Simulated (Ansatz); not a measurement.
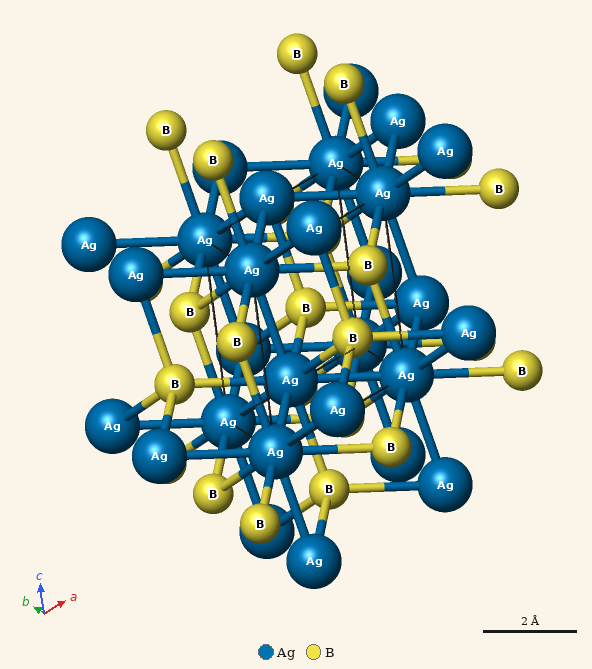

A ball-and-stick rendering, viewed slightly off an axis. The wireframe shows the simulation cell. Periodic images bonded to atoms of the box are shown as well.

```
CELL_PARAMETERS angstrom
0.00000 2.97804 2.97804
2.97804 0.00000 2.97804
2.97804 2.97804 0.00000
ATOMIC_POSITIONS crystal
Ag 0.25000 0.25000 0.25000
Ag 0.00000 0.00000 0.00000
B 0.75000 0.75000 0.75000
B 0.50000 0.50000 0.50000
```

Electronic-structure method: DFT PBE, scalar-relativistic, plane waves, PAW (Ansatz 0.2.0). Parameters: plane-wave cutoff 420 eV, k-points on a 14×14×14 grid, Gaussian smearing of 0.1 eV, no spin polarisation.

List the Bader charges.

Answer. Ag +0.15 e; B -0.15 e. Little charge moves, as in a metallic or covalent solid.

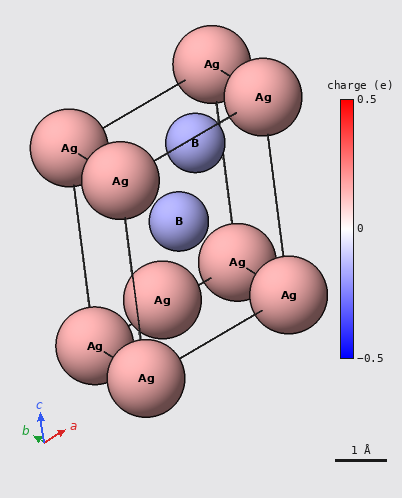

The atoms coloured by those charges.

The structure was taken from a structure type filled with these elements by a generator (whether the compound takes this form wasn't checked). Earlier steps of the study may have refined or changed the cell and positions. Ansatz was used for an electronic-structure calculation on it.
